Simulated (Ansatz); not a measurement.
**Two runs on C$_{2}$H$_{7}$Al**

System: C$_{2}$H$_{7}$Al.
Method of run 1: RKS PBE0-D4/def2-TZVP (Ansatz 0.2.0).

The geometry comes from this level: r2SCAN-D4/def2-TZVP. Text and figures count atoms from 1; the logs count them from 0 in places.

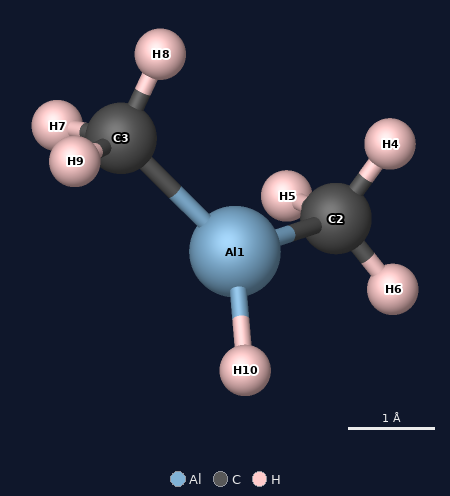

Fig. 1: The structure (ball-and-stick view, seen at a tilt; atoms are numbered from 1 in the order of the input). Sticks mark near contacts. Bond lengths as drawn: Al–C 1.95 Å, Al–H 1.60 Å and C–H 1.09 to 1.10 Å.

## The input, run 1
```yaml
crystal:
  periodic: [false, false, false]
  atoms:
    - {symbol: Al, position_ang: [-0.385582, -0.657288, -0.002321]}
    - {symbol: C, position_ang: [1.568403, -0.663493, -0.001312]}
    - {symbol: C, position_ang: [-1.343835, 1.045571, 0.005863]}
    - {symbol: H, position_ang: [1.957771, -0.196455, 0.911136]}
    - {symbol: H, position_ang: [1.966750, -0.068913, -0.831292]}
    - {symbol: H, position_ang: [2.005440, -1.662387, -0.069105]}
    - {symbol: H, position_ang: [-1.151199, 1.601229, -0.919794]}
    - {symbol: H, position_ang: [-0.997582, 1.694218, 0.818254]}
    - {symbol: H, position_ang: [-2.426929, 0.940282, 0.102132]}
    - {symbol: H, position_ang: [-1.193248, -2.032764, -0.013581]}
basis:
  gaussian: {orbitals: def2-TZVP, initial_orbitals: start.molden}
hamiltonian: {xc: pbe0, dispersion: d4}
scf: {omitted_lower_state_checks: [starts]}
output: {orbitals: {seedname: orbitals}}
```

Launched with:
```bash
ansatz run in.yaml --threads 2 --pin off --events-out ev --progress --plain --max-ram 4352MiB
```

Hardware: 2 threads of Arm Neoverse V1, 23 GiB of memory available, shared host.

## Output (run 1)
```
Functional definition: PBE0
  parameter a = 0.25
  parameter kappa = 0.804
  parameter beta = 0.06672455060314922
  exchange = (1 - a)*pbe_x(kappa = kappa, mu = beta*pi^2/3) + a*exact_x
  correlation = pbe_c(beta = beta)
these checks for a lower state are left out or cut short: starts
947 factors; their error is unknown
mean field evaluation 1: about -8778.8149 eV, gradient 8.2e1 eV
mean field evaluation 2: about -8780.2773 eV, gradient 1.6e0 eV
mean field evaluation 4: about -8780.2894 eV, gradient 2.7e-1 eV
mean field -8780.28946006 eV, -322.6696861633 hartree, gradient 7.9e-5 eV, S^2 0.000000; 0 other end points of the search recorded, 0 dependent functions left out
reference -8780.28949370 eV, -322.6696873996 hartree; 16, 16 occupied and 125, 125 virtual orbitals, 947 factors
Total energy: -8780.40420015 eV, -322.6739027837 hartree
Checks for a lower state left out: starts
```

The input of run 2 differs as follows (lines with − go, lines with + come):
```diff
-hamiltonian: {xc: pbe0, dispersion: d4}
+hamiltonian: {xc: {name: BLYP}, dispersion: d4}
```

Predict how the results change.

The total energies belong to different models, so their difference says nothing on which is more stable or more accurate. The HOMO goes from −7.78 to −6.37 eV. The LUMO goes from −0.86 to −1.54 eV.

## Output (run 2)
```
Functional definition: BLYP
  parameter beta = 0.0042
  parameter a = 0.04918
  parameter b = 0.132
  parameter c = 0.2533
  parameter d = 0.349
  exchange = b88_x(beta = beta)
  correlation = lyp_c(a = a, b = b, c = c, d = d)
these checks for a lower state are left out or cut short: starts
927 factors; their error is unknown
mean field evaluation 1: about -8784.7139 eV, gradient 1.3e1 eV
mean field evaluation 2: about -8784.8889 eV, gradient 1.5e-1 eV
mean field evaluation 4: about -8784.8662 eV, gradient 2.2e-4 eV
mean field -8784.86618245 eV, -322.8378776087 hartree, gradient 2.3e-5 eV, S^2 0.000000; 0 other end points of the search recorded, 0 dependent functions left out
reference -8784.86656993 eV, -322.8378918485 hartree; 16, 16 occupied and 125, 125 virtual orbitals, 927 factors
Total energy: -8785.16504544 eV, -322.8488606212 hartree
Checks for a lower state left out: starts
```

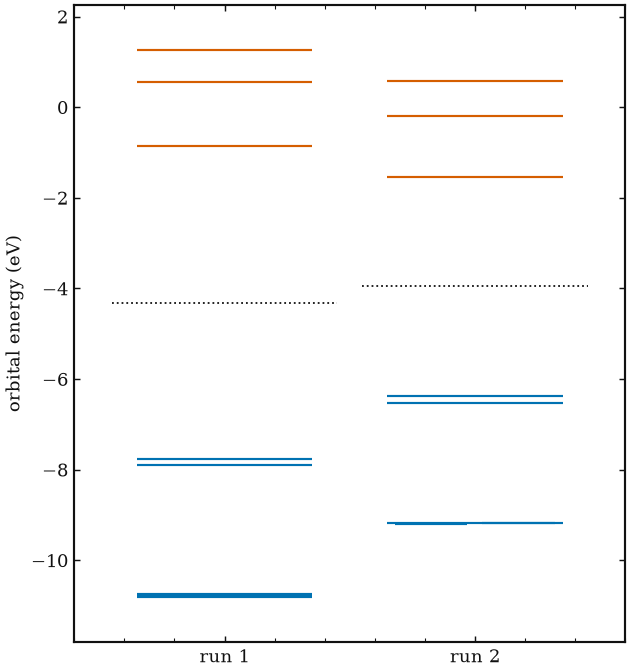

Fig. 2: The five highest filled and three lowest empty orbital energies of the two runs; the dotted lines part filled from empty levels. The HOMO–LUMO gap is 6.92 eV in run 1 and 4.83 eV in run 2.

## The two runs side by side

| quantity | run 1 | run 2 |
| --- | --- | --- |
| outcome | converged | converged |
| total energy (hartree) | −322.673903 | −322.848861 |
| HOMO (eV) | −7.78 | −6.37 |
| LUMO (eV) | −0.86 | −1.54 |
| basis functions | 141 | 141 |
| wall time (shared host) | 1.6 s | 1.4 s |
